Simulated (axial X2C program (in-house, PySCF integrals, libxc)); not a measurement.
Run report: NbNa, relativistic diatomic calculation

NbNa, single determinant with M_S = 2 and |Λ| = 0. Computed at this level: HF, spin-free X2C-1e, Nb dyall-cv3z, Na dyall-cv3z (cores contracted) (axial X2C program (in-house, PySCF integrals, libxc)).

## The input
```
{"zs": [41, 11], "q": 0, "bas": ["dyall-cv3z", "dyall-cv3z"], "levels": ["PBE0", "HF", "PBEsol"], "cc": true, "r0": 3.02, "thr": -1.0, "nmax": 90, "npts": 10, "nst": 2, "ntry": 6}
```

The line is the task of a batch: nuclear charges, charge, bases, the levels to run, a first guess of the distance and further settings. This report covers HF without spin-orbit coupling. The log is that of the reference distance 3.166 Å.

Hardware: 1 CPU thread, shared host.

Launched within a batch (the task file carries these settings):
```bash
python <driver script> task.json out
```

## The program's output
```
spin-free X2C-1e  HF
basis functions 226  fitting functions 1026  grid points 5087
iter        total energy     max residual
   1      -3979.318095683     2.37e-01
   2      -3979.341285533     6.21e-03
   3      -3979.343706027     2.89e-03
   4      -3979.344695580     2.13e-03
   5      -3979.345152540     1.63e-03
   6      -3979.345509102     9.20e-04
   7      -3979.345630671     3.92e-04
   8      -3979.345653826     1.05e-04
   9      -3979.345656317     5.85e-05
  10      -3979.345656838     3.10e-05
  11      -3979.345657121     2.00e-05
  12      -3979.345657198     1.50e-05
  13      -3979.345657230     1.09e-05
  14      -3979.345657250     6.03e-06
  15      -3979.345657258     1.75e-06
  16      -3979.345657258     6.41e-07
converged
one-electron -5650.69282681  Coulomb 1727.92759101  exact exchange -131.96226673  xc functional 0.00000000  nuclear repulsion 75.38184527
correlated 6  virtual 316  natural virtual 83  E(MP2) -0.068297123  MP2 remainder -0.001138941
iter   CCSD correlation   residual
   1     -0.076086299   1.19e-01
   2     -0.081767947   7.29e-02
   3     -0.083784719   3.73e-02
   4     -0.084602534   1.74e-02
   5     -0.084930179   7.61e-03
   6     -0.084979319   2.91e-03
   7     -0.084984540   1.05e-03
   8     -0.084985485   4.51e-04
   9     -0.084987354   1.69e-04
  10     -0.084987656   8.02e-05
  11     -0.084987757   3.65e-05
  12     -0.084987833   1.60e-05
  13     -0.084987963   7.45e-06
  14     -0.084987939   3.40e-06
  15     -0.084987883   1.73e-06
  16     -0.084987845   7.04e-07
  17     -0.084987833   2.37e-07
(T) -0.004151800574248694  T1 0.1063  D1 0.2454  max T2 0.088
```

## The points of the curve

| R (Å) | E (hartree) | dipole (D; origin at the first atom, positive when the second is positive) | highest filled (eV) | lowest empty (eV) |
| --- | --- | --- | --- | --- |
| 2.754 | −3979.333062 | −0.37 | −4.96 | 0.20 |
| 2.881 | −3979.338423 | −0.15 | −4.98 | 0.19 |
| 2.976 | −3979.341467 | 0.02 | −5.00 | 0.18 |
| 3.071 | −3979.343839 | 0.18 | −5.02 | 0.17 |
| 3.166 | −3979.345657 | 0.33 | −5.03 | 0.16 |
| 3.277 | −3979.347216 | 0.49 | −5.05 | 0.15 |
| 3.388 | −3979.348301 | 0.62 | −5.06 | 0.15 |
| 3.530 | −3979.349177 | 0.76 | −5.07 | 0.14 |
| 3.704 | −3979.349699 | 0.86 | −5.08 | 0.13 |
| 3.958 | −3979.349834 | 0.90 | −5.08 | 0.13 |

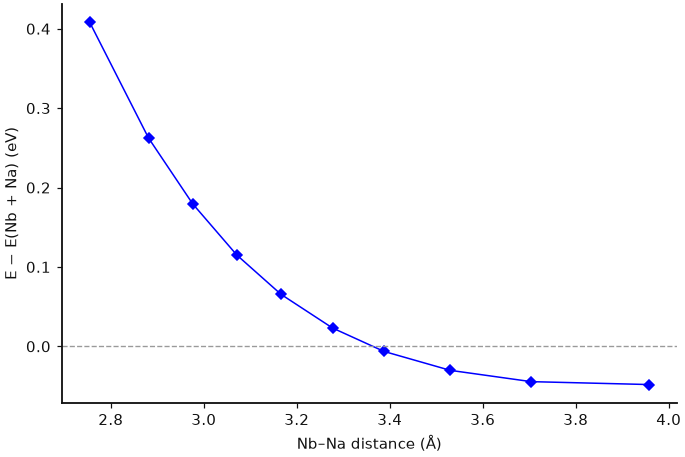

Energy at 10 bond lengths, for one set of occupations held fixed; the line joins the points. The lowest point is at 3.96 Å, the end of the range, so no minimum is bracketed. The lowest point lies 0.05 eV below Nb + Na.

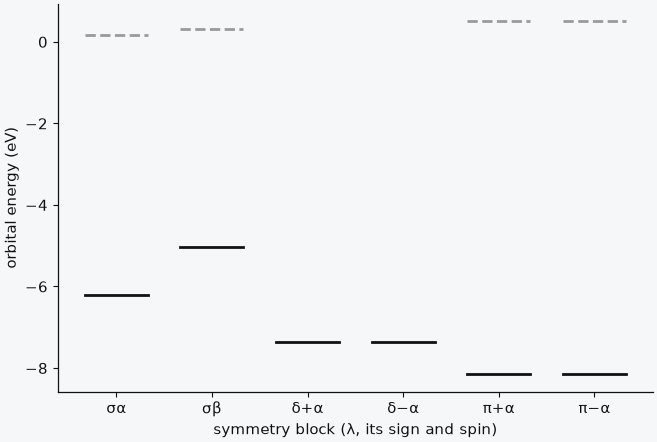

Orbital energies near the frontier at 3.17 Å, filled (solid) and empty (dashed); a label such as π−α means λ = −1 and α spin. The highest filled orbital (σβ; 67 % Na s, 16 % Nb s) lies at −5.03 eV, the lowest empty one (σα; 47 % Nb p, 32 % Na s) at 0.16 eV.

## Key numbers

| quantity | value |
| --- | --- |
| outcome | converged |
| largest ⟨S²⟩ along the curve | 6.83 |
| wall time | 7.3 s |

## Notes

Hartree–Fock lacks correlation, so it usually binds too weakly. ⟨S²⟩ reaches 6.83 where a pure state of this multiplicity has 6.00, so the determinant is spin-contaminated.
